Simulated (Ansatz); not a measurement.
# ClF3H2OZr: what the fields show

```yaml
atoms:
  - { symbol: Zr, position_ang: [-0.0214, -0.0783, 0.0338] }
  - { symbol: O, position_ang: [-0.1829, -0.1581, 2.0032] }
  - { symbol: H, position_ang: [-0.6121, 0.2998, 2.7346] }
  - { symbol: F, position_ang: [1.7159, 0.3782, -0.6210] }
  - { symbol: F, position_ang: [-1.0665, 1.4563, -0.3883] }
  - { symbol: F, position_ang: [-0.9108, -1.4864, -0.9048] }
  - { symbol: Cl, position_ang: [1.5205, -2.4196, 1.2579] }
  - { symbol: H, position_ang: [0.8795, -1.6596, 2.1222] }
```

Core potentials replace the inner electrons of Zr.

Method: Ansatz 0.2.0, RKS B3LYP-D4/def2-SVP.

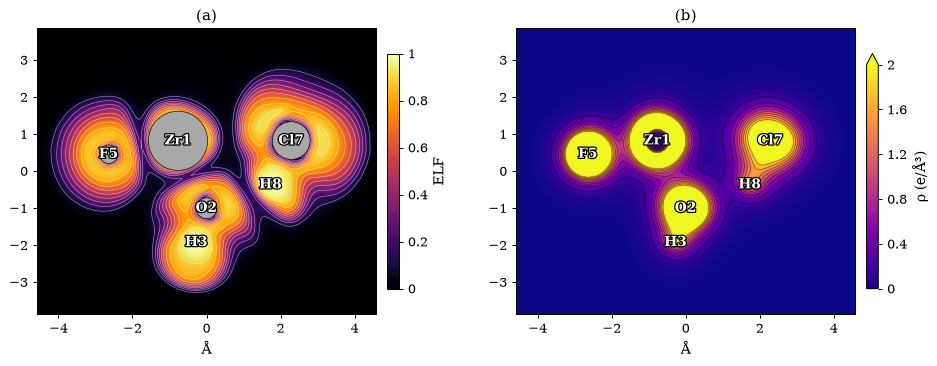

Figure 1. (a) electron localisation function; (b) electron density on the plane of atoms F5, Zr1 and Cl7. Grey discs cover the atomic cores in the ELF map.

Question: What do the fields say about this system?

Answer: Atoms in the plane: Zr, O, H, F and Cl. Zr–F (1.90 Å): the density is about 0.92 e/Å³ at the midpoint; the ELF peaks at about 0.85 in the valence shell of F, 0.5 Å from its nucleus, and drops to about 0.20 between the two atoms. Zr–O (1.98 Å): ρ is about 0.8 e/Å³ halfway; the ELF peaks at about 0.85 in the valence shell of O, 0.6 Å from its nucleus, and drops to about 0.20 between the two atoms. Zr–Cl (3.06 Å): ρ at the midpoint is about 0.12 e/Å³; the ELF peaks at about 0.85 in the valence shell of Cl, 0.8 Å from its nucleus, and is about 0.10 at the midpoint. O–H (0.96 Å): the density is about 3.6 e/Å³ at the midpoint; the ELF climbs to about 1 towards the hydrogen, as it does in any bond to H; an ordinary covalent bond to hydrogen. Cl–H (1.32 Å): ρ is about 1.9 e/Å³ halfway; the ELF climbs to about 1 towards the hydrogen (a covalent bond by its length).

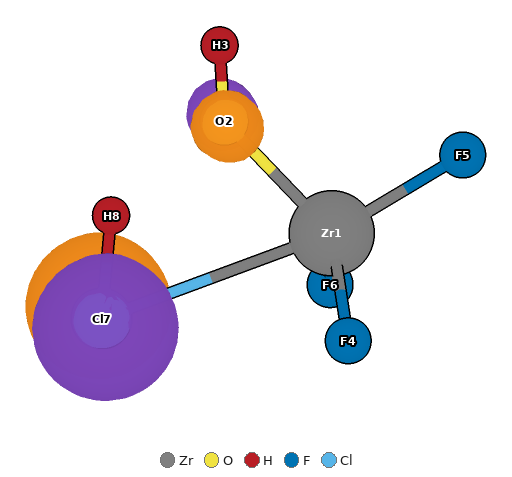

Figure 2. One frontier orbital at ±0.2 Å⁻³ᐟ² (orange and purple are the two phases), seen at a tilt.

Question: Which orbital is it: HOMO or LUMO?

Answer: The HOMO, at −9.37 eV. Its weight (Hirshfeld) is mainly on Cl7 (about 80 %) and O2 (about 10 %); largely a lone pair of Cl7.

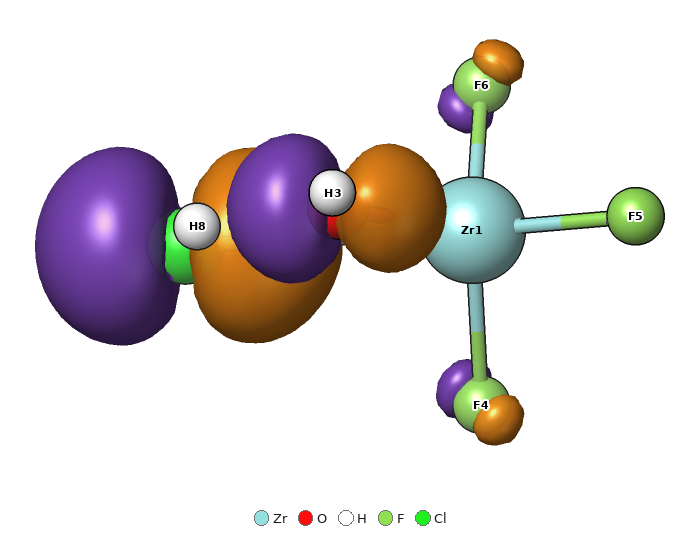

Figure 3. The HOMO−1 at ±0.15 Å⁻³ᐟ² (orange and purple are the two phases), seen from one side.

Question: What is the character of this orbital?

Answer: By Hirshfeld shares it lies mainly on Cl7 (about 60 %) and O2 (about 25 %). Its energy is −9.65 eV.
